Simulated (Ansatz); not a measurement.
**Geometry relaxation, with input and output: CH7AlFNSi (part 1 of 2)**

CH7AlFNSi, SMILES [CH3][Al]([F])[NH][SiH3], computed with RKS PBE0-D4/def2-TZVP (Ansatz 0.2.0).

The geometry: PBE-D4/def2-SVP start. Figures and captions count atoms from 1; the log counts them from 0 in places.

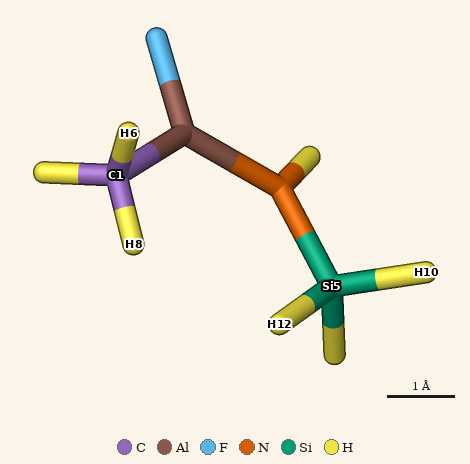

Figure 1. The structure as given in the input (stick view, seen at a tilt; atoms are numbered from 1 in the order of the input). Sticks mark near contacts. Bond lengths as drawn: Al–C 1.95 Å, Al–F 1.68 Å, Al–N 1.80 Å, C–H 1.11 Å, H–N 1.03 Å, H–Si 1.51 Å and N–Si 1.75 Å.

**The input**
```yaml
crystal:
  periodic: [false, false, false]
  atoms:
    - {symbol: C, position_ang: [-0.868945, -1.889695, 0.397381]}
    - {symbol: Al, position_ang: [-0.009285, -0.378107, 1.269161]}
    - {symbol: F, position_ang: [0.234315, -0.375549, 2.935762]}
    - {symbol: N, position_ang: [0.598206, 1.086855, 0.423241]}
    - {symbol: Si, position_ang: [0.566151, 1.503436, -1.279276]}
    - {symbol: H, position_ang: [-0.190525, -2.769963, 0.391936]}
    - {symbol: H, position_ang: [-1.786449, -2.194084, 0.943477]}
    - {symbol: H, position_ang: [-1.144252, -1.668967, -0.654058]}
    - {symbol: H, position_ang: [1.043416, 1.795688, 1.019848]}
    - {symbol: H, position_ang: [1.947461, 1.655027, -1.868793]}
    - {symbol: H, position_ang: [-0.172552, 2.792565, -1.544243]}
    - {symbol: H, position_ang: [-0.140542, 0.387395, -2.000438]}
basis:
  gaussian: {orbitals: def2-TZVP}
hamiltonian: {xc: pbe0, dispersion: d4}
relax: {f_tol: 0.005, max_steps: 150}
```

Machine: 4 threads of Arm Neoverse V2, 23 GiB of memory available, shared host.

Launch command:
```bash
ansatz run in.yaml --threads 4 --pin off --events-out ev --progress --plain --max-ram 10444MiB
```

**What the program printed**
```
Functional definition: PBE0
  name "PBE0"
  cite "Adamo & Barone, J. Chem. Phys. 110, 6158 (1999) doi:10.1063/1.478522"
  cite "Perdew, Burke & Ernzerhof, Phys. Rev. Lett. 77, 3865 (1996) doi:10.1103/PhysRevLett.77.3865"
  parent pbe
  parameter a = 0.25
  parameter kappa = 0.804
  parameter beta = 0.06672455060314922
  exchange = (1 - a)*pbe_x(kappa = kappa, mu = beta*pi^2/3) + a*exact_x
  correlation = pbe_c(beta = beta)
1346 factors; their error is unknown
mean field evaluation 1: about -19813.8327 eV, gradient 8.3e1 eV
mean field evaluation 2: about -19798.0697 eV, gradient 1.1e2 eV
mean field evaluation 4: about -19826.9039 eV, gradient 7.2e0 eV
mean field evaluation 8: about -19827.0707 eV, gradient 2.7e-1 eV
mean field evaluation 16: about -19827.0707 eV, gradient 1.5e-5 eV
mean field -19827.07074762 eV, -728.6314107038 hartree, gradient 1.5e-5 eV, S^2 0.000000; 0 other end points of the search recorded, 0 dependent functions left out
the calculation of the forces begins
reference -19827.07078636 eV, -728.6314121273 hartree; 28, 28 occupied and 181, 181 virtual orbitals, 1346 factors
relax step   1: F+E_penalty+E_count = -19827.27482949 eV  Δ(F+E_penalty+E_count) = +0.000e0 eV  max|allowed force component| = 7.862e-1 eV/Å  Δτ_max = 0.0000 Å  (27 SCF iters, accepted)
these checks for a lower state are left out or cut short: starts, cluster_reference, orbital_swaps, neighbouring_geometries, increment
1346 factors; their error is unknown
mean field -19827.11989874 eV, -728.6332169742 hartree, gradient 1.1e-5 eV, S^2 0.000000; 0 other end points of the search recorded, 0 dependent functions left out
[... from here on the field's lines of each further geometry are left out, up to the last ...]
relax step   2: F+E_penalty+E_count = -19827.32499846 eV  Δ(F+E_penalty+E_count) = -5.017e-2 eV  max|allowed force component| = 4.738e-1 eV/Å  Δτ_max = 0.0282 Å  (32 SCF iters, accepted)
relax step   3: F+E_penalty+E_count = -19827.33498093 eV  Δ(F+E_penalty+E_count) = -9.982e-3 eV  max|allowed force component| = 7.575e-2 eV/Å  Δτ_max = 0.0225 Å  (32 SCF iters, accepted)
relax step   4: F+E_penalty+E_count = -19827.33514113 eV  Δ(F+E_penalty+E_count) = -1.602e-4 eV  max|allowed force component| = 2.407e-2 eV/Å  Δτ_max = 0.0096 Å  (32 SCF iters, accepted)
relax step   5: F+E_penalty+E_count = -19827.33523030 eV  Δ(F+E_penalty+E_count) = -8.917e-5 eV  max|allowed force component| = 1.419e-2 eV/Å  Δτ_max = 0.0039 Å  (32 SCF iters, accepted)
relax step   6: F+E_penalty+E_count = -19827.33524561 eV  Δ(F+E_penalty+E_count) = -1.531e-5 eV  max|allowed force component| = 1.255e-2 eV/Å  Δτ_max = 0.0030 Å  (23 SCF iters, accepted)
relax step   7: F+E_penalty+E_count = -19827.33527730 eV  Δ(F+E_penalty+E_count) = -3.169e-5 eV  max|allowed force component| = 2.767e-3 eV/Å  Δτ_max = 0.0063 Å  (23 SCF iters, accepted)
relax step   8: F+E_penalty+E_count = -19827.33530175 eV  Δ(F+E_penalty+E_count) = -2.445e-5 eV  max|allowed force component| = 8.137e-3 eV/Å  Δτ_max = 0.0081 Å  (32 SCF iters, accepted)
relax step   9: F+E_penalty+E_count = -19827.33532056 eV  Δ(F+E_penalty+E_count) = -1.881e-5 eV  max|allowed force component| = 1.160e-2 eV/Å  Δτ_max = 0.0094 Å  (32 SCF iters, accepted)
relax step  10: F+E_penalty+E_count = -19827.33534126 eV  Δ(F+E_penalty+E_count) = -2.070e-5 eV  max|allowed force component| = 1.186e-2 eV/Å  Δτ_max = 0.0102 Å  (32 SCF iters, accepted)
relax step  11: F+E_penalty+E_count = -19827.33536480 eV  Δ(F+E_penalty+E_count) = -2.354e-5 eV  max|allowed force component| = 8.524e-3 eV/Å  Δτ_max = 0.0102 Å  (32 SCF iters, accepted)
relax step  12: F+E_penalty+E_count = -19827.33539459 eV  Δ(F+E_penalty+E_count) = -2.979e-5 eV  max|allowed force component| = 1.102e-2 eV/Å  Δτ_max = 0.0185 Å  (31 SCF iters, accepted)
relax step  13: F+E_penalty+E_count = -19827.33540180 eV  Δ(F+E_penalty+E_count) = -7.216e-6 eV  max|allowed force component| = 1.083e-2 eV/Å  Δτ_max = 0.0109 Å  (31 SCF iters, accepted)
relax step  14: F+E_penalty+E_count = -19827.33542236 eV  Δ(F+E_penalty+E_count) = -2.056e-5 eV  max|allowed force component| = 1.027e-2 eV/Å  Δτ_max = 0.0075 Å  (32 SCF iters, accepted)
relax step  15: F+E_penalty+E_count = -19827.33544351 eV  Δ(F+E_penalty+E_count) = -2.115e-5 eV  max|allowed force component| = 6.819e-3 eV/Å  Δτ_max = 0.0117 Å  (31 SCF iters, accepted)
relax step  16: F+E_penalty+E_count = -19827.33546544 eV  Δ(F+E_penalty+E_count) = -2.193e-5 eV  max|allowed force component| = 1.074e-2 eV/Å  Δτ_max = 0.0207 Å  (31 SCF iters, accepted)
relax step  17: F+E_penalty+E_count = -19827.33547786 eV  Δ(F+E_penalty+E_count) = -1.243e-5 eV  max|allowed force component| = 1.330e-2 eV/Å  Δτ_max = 0.0111 Å  (31 SCF iters, accepted)
relax step  18: F+E_penalty+E_count = -19827.33549471 eV  Δ(F+E_penalty+E_count) = -1.685e-5 eV  max|allowed force component| = 1.384e-2 eV/Å  Δτ_max = 0.0126 Å  (31 SCF iters, accepted)
relax step  19: F+E_penalty+E_count = -19827.33550992 eV  Δ(F+E_penalty+E_count) = -1.521e-5 eV  max|allowed force component| = 1.354e-2 eV/Å  Δτ_max = 0.0109 Å  (32 SCF iters, accepted)
relax step  20: F+E_penalty+E_count = -19827.33551972 eV  Δ(F+E_penalty+E_count) = -9.797e-6 eV  max|allowed force component| = 8.083e-3 eV/Å  Δτ_max = 0.0116 Å  (32 SCF iters, accepted)
relax step  21: F+E_penalty+E_count = -19827.33551388 eV  Δ(F+E_penalty+E_count) = +5.840e-6 eV  max|allowed force component| = 1.355e-2 eV/Å  Δτ_max = 0.0294 Å  (30 SCF iters, rejected (line search))
relax step  22: F+E_penalty+E_count = -19827.33553498 eV  Δ(F+E_penalty+E_count) = -1.527e-5 eV  max|allowed force component| = 4.351e-3 eV/Å  Δτ_max = 0.0143 Å  (31 SCF iters, accepted)
relax step  23: F+E_penalty+E_count = -19827.33553867 eV  Δ(F+E_penalty+E_count) = -3.683e-6 eV  max|allowed force component| = 2.915e-3 eV/Å  Δτ_max = 0.0091 Å  (32 SCF iters, accepted)
the calculation of the forces begins
reference -19827.12993985 eV, -728.6335859782 hartree; 28, 28 occupied and 181, 181 virtual orbitals, 1346 factors
relax step  24: F+E_penalty+E_count = -19827.33554294 eV  Δ(F+E_penalty+E_count) = -4.271e-6 eV  max|allowed force component| = 4.146e-3 eV/Å  Δτ_max = 0.0193 Å  (31 SCF iters, accepted)
1346 factors; their error is unknown
mean field evaluation 192: about -19827.1299 eV, gradient 1.6e-5 eV
```

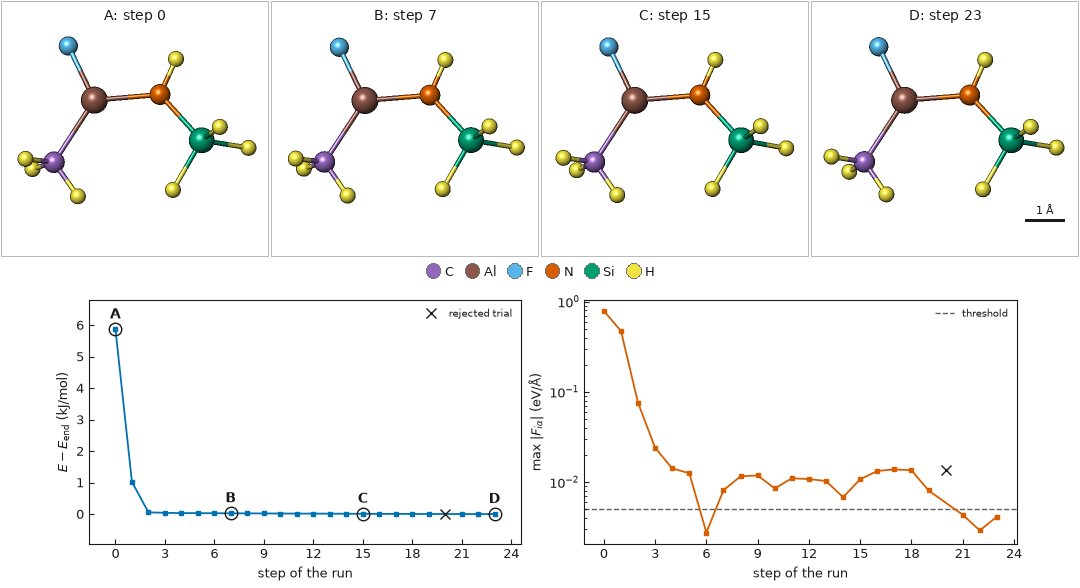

Figure 2. Frames of the relaxation (ball-and-stick view, seen at a tilt) above the curves, on which the letters mark them (the first geometry is step 0 here and step 1 in the log).

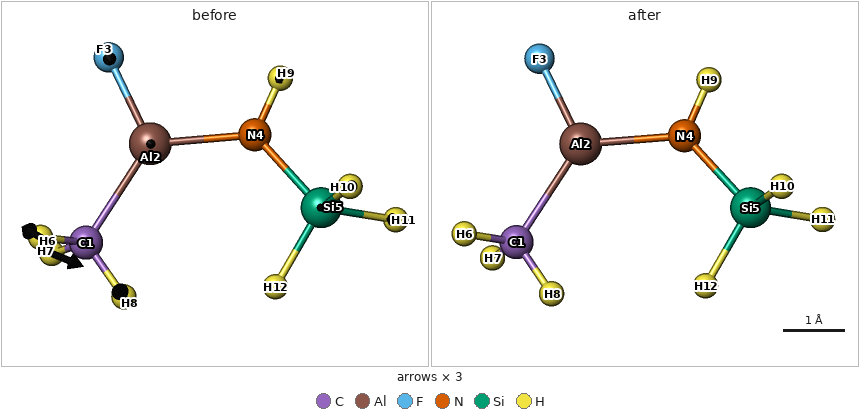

Figure 3. Before (left) and after (right) the relaxation, at one scale (ball-and-stick view, seen at a tilt). The black arrows give the displacements, magnified 3 times. H7 moves most after the best rigid fit: 0.20 Å. By element the largest moves are H 0.20 Å, F 0.08 Å, Al 0.04 Å, Si 0.03 Å, N 0.03 Å, C 0.01 Å. Among the contacts that change: Al2–F3 1.684 → 1.655 Å, N4–Si5 1.753 → 1.724 Å, Al2–N4 1.797 → 1.777 Å, Si5–H10 1.509 → 1.490 Å. After 23 geometry steps the energy has fallen by 5.86 kJ/mol. Largest force component: 0.79 eV/Å at the start, 0.0041 eV/Å at the end. The line search rejected the trial step at point 20 (counted from 0) and went back. (Atoms are counted from 1 in the order of the input.)

```
mean field -19827.12990137 eV, -728.6335845641 hartree, gradient 3.0e-5 eV, S^2 0.000000; 1 other end points of the search recorded, 0 dependent functions left out
the calculation of the forces begins
reference -19827.12993985 eV, -728.6335859782 hartree; 28, 28 occupied and 181, 181 virtual orbitals, 1346 factors
Total energy: -19827.33558142 eV, -728.6411431663 hartree
Atom 0 at    -0.857473    -1.881739     0.396578 Å, force    -0.001186    -0.001228    -0.000027 eV/Å
Atom 1 at     0.023055    -0.384354     1.243800 Å, force    -0.000764     0.000341     0.001267 eV/Å
Atom 2 at     0.288366    -0.394228     2.876956 Å, force     0.000239    -0.000109    -0.001979 eV/Å
Atom 3 at     0.604457     1.070755     0.404878 Å, force     0.004147     0.000220    -0.000855 eV/Å
Atom 4 at     0.542651     1.502947    -1.262446 Å, force    -0.001036    -0.000483     0.002172 eV/Å
Atom 5 at    -0.288977    -2.803395     0.551787 Å, force    -0.002734     0.003092    -0.001145 eV/Å
Atom 6 at    -1.848093    -2.045145     0.830816 Å, force     0.003801     0.000084    -0.002481 eV/Å
Atom 7 at    -0.978023    -1.735054    -0.678655 Å, force    -0.000107    -0.001657     0.003791 eV/Å
Atom 8 at     1.048027     1.760717     0.999359 Å, force    -0.001967    -0.000612     0.001123 eV/Å
Atom 9 at     1.898243     1.696207    -1.849332 Å, force     0.000042     0.000501    -0.000058 eV/Å
Atom 10 at    -0.219751     2.761888    -1.492882 Å, force    -0.000004    -0.000168    -0.001549 eV/Å
Atom 11 at    -0.135483     0.396000    -1.986862 Å, force    -0.000431     0.000019    -0.000260 eV/Å
Dipole moment:    -0.032582    -0.010113    -0.172398 e Å
```

**Trajectory as extended XYZ (Å, eV, eV/Å), 24 frames, from step=1 to step=24**
```
12
Properties=species:S:1:pos:R:3:forces:R:3 step=1 energy=-19827.27483
C    -0.8689   -1.8897    0.3974   -0.1527  -0.2987  -0.1300
Al   -0.0093   -0.3781    1.2692    0.2011   0.2652   0.4192
F     0.2343   -0.3755    2.9358   -0.1230  -0.0120  -0.7862
N     0.5982    1.0869    0.4232    0.1029   0.2388  -0.1585
Si    0.5662    1.5034   -1.2793   -0.0100  -0.1076   0.3397
H    -0.1905   -2.7700    0.3919   -0.3421   0.4239  -0.0015
H    -1.7864   -2.1941    0.9435    0.4501   0.1424  -0.2762
H    -1.1443   -1.6690   -0.6541    0.1411  -0.1054   0.5329
H     1.0434    1.7957    1.0198   -0.2811  -0.4523  -0.3627
H     1.9475    1.6550   -1.8688   -0.3082  -0.0375   0.1649
H    -0.1726    2.7926   -1.5442    0.1682  -0.2937   0.0898
H    -0.1405    0.3874   -2.0004    0.1538   0.2368   0.1687
12
Properties=species:S:1:pos:R:3:forces:R:3 step=2 energy=-19827.32500
C    -0.8636   -1.8810    0.3956   -0.0373  -0.0925  -0.0335
Al   -0.0044   -0.3737    1.2560    0.1118   0.1544   0.3336
F     0.2318   -0.3693    2.9114   -0.0676  -0.0094  -0.4738
N     0.5961    1.0828    0.4146   -0.0118   0.0176  -0.1719
Si    0.5615    1.4944   -1.2735    0.0079  -0.0771   0.3056
H    -0.1974   -2.7551    0.3909   -0.0920   0.1255   0.0003
H    -1.7727   -2.1789    0.9342    0.1277   0.0501  -0.0718
H    -1.1345   -1.6629   -0.6441    0.0383  -0.0278   0.1422
H     1.0355    1.7841    1.0050   -0.0762  -0.1273  -0.0818
H     1.9325    1.6453   -1.8470   -0.0747  -0.0062   0.0209
H    -0.1698    2.7721   -1.5250    0.0367  -0.0687   0.0054
H    -0.1381    0.3867   -1.9841    0.0371   0.0612   0.0248
12
Properties=species:S:1:pos:R:3:forces:R:3 step=3 energy=-19827.33498
C    -0.8614   -1.8749    0.3948   -0.0029   0.0148  -0.0038
Al   -0.0082   -0.3675    1.2505    0.0372  -0.0093   0.0725
F     0.2341   -0.3693    2.8891   -0.0157   0.0018  -0.0482
N     0.5933    1.0787    0.4122   -0.0130   0.0059  -0.0757
Si    0.5609    1.4881   -1.2631   -0.0052  -0.0113   0.0389
H    -0.1965   -2.7433    0.3923    0.0123  -0.0116   0.0034
H    -1.7654   -2.1697    0.9330   -0.0189  -0.0069   0.0080
H    -1.1316   -1.6604   -0.6406   -0.0067  -0.0002  -0.0142
H     1.0307    1.7750    1.0024    0.0106   0.0109   0.0309
H     1.9254    1.6406   -1.8391    0.0140   0.0036  -0.0024
H    -0.1696    2.7600   -1.5188   -0.0061   0.0143  -0.0031
H    -0.1345    0.3872   -1.9788   -0.0057  -0.0119  -0.0062
12
Properties=species:S:1:pos:R:3:forces:R:3 step=4 energy=-19827.33514
C    -0.8608   -1.8756    0.3949    0.0070  -0.0024  -0.0037
Al    0.0005   -0.3715    1.2496   -0.0241   0.0125   0.0148
F     0.2302   -0.3669    2.8879    0.0083  -0.0052   0.0023
N     0.5943    1.0782    0.4108    0.0056   0.0050  -0.0220
Si    0.5599    1.4888   -1.2628    0.0035  -0.0014   0.0013
H    -0.1996   -2.7474    0.3950   -0.0019  -0.0072  -0.0021
H    -1.7672   -2.1653    0.9330    0.0008   0.0022   0.0033
H    -1.1296   -1.6622   -0.6416    0.0017  -0.0005  -0.0010
H     1.0302    1.7750    1.0026   -0.0007  -0.0048   0.0116
H     1.9251    1.6430   -1.8387    0.0016   0.0018  -0.0034
H    -0.1708    2.7616   -1.5177   -0.0023   0.0002   0.0006
H    -0.1351    0.3869   -1.9790    0.0004  -0.0002  -0.0017
12
Properties=species:S:1:pos:R:3:forces:R:3 step=5 energy=-19827.33523
C    -0.8613   -1.8757    0.3951    0.0013  -0.0013  -0.0016
Al   -0.0030   -0.3699    1.2503   -0.0008   0.0022   0.0049
F     0.2327   -0.3680    2.8878    0.0012  -0.0011   0.0026
N     0.5942    1.0782    0.4105    0.0011   0.0054  -0.0142
Si    0.5604    1.4890   -1.2631    0.0007  -0.0001   0.0002
H    -0.1995   -2.7471    0.3958   -0.0017   0.0001   0.0009
H    -1.7677   -2.1660    0.9331   -0.0003   0.0003  -0.0002
H    -1.1298   -1.6629   -0.6416    0.0002  -0.0002   0.0010
H     1.0305    1.7744    1.0029   -0.0015  -0.0062   0.0073
H     1.9256    1.6442   -1.8390   -0.0005   0.0011  -0.0002
H    -0.1712    2.7615   -1.5179   -0.0008  -0.0009   0.0000
H    -0.1339    0.3870   -1.9799    0.0012   0.0006  -0.0006
12
Properties=species:S:1:pos:R:3:forces:R:3 step=6 energy=-19827.33525
C    -0.8617   -1.8762    0.3956    0.0001  -0.0007  -0.0028
Al   -0.0026   -0.3702    1.2491   -0.0019   0.0024   0.0089
F     0.2327   -0.3690    2.8867    0.0025   0.0005   0.0015
N     0.5945    1.0780    0.4097    0.0006   0.0032  -0.0126
Si    0.5608    1.4900   -1.2636    0.0007   0.0003   0.0014
H    -0.2006   -2.7480    0.3982   -0.0005  -0.0028   0.0000
H    -1.7683   -2.1646    0.9342   -0.0017  -0.0006   0.0002
H    -1.1302   -1.6652   -0.6414    0.0003   0.0000  -0.0007
H     1.0307    1.7733    1.0032   -0.0003  -0.0029   0.0056
H     1.9260    1.6472   -1.8388    0.0004   0.0010  -0.0007
H    -0.1723    2.7616   -1.5178   -0.0011  -0.0003  -0.0001
H    -0.1320    0.3876   -1.9811    0.0009   0.0000  -0.0007
```
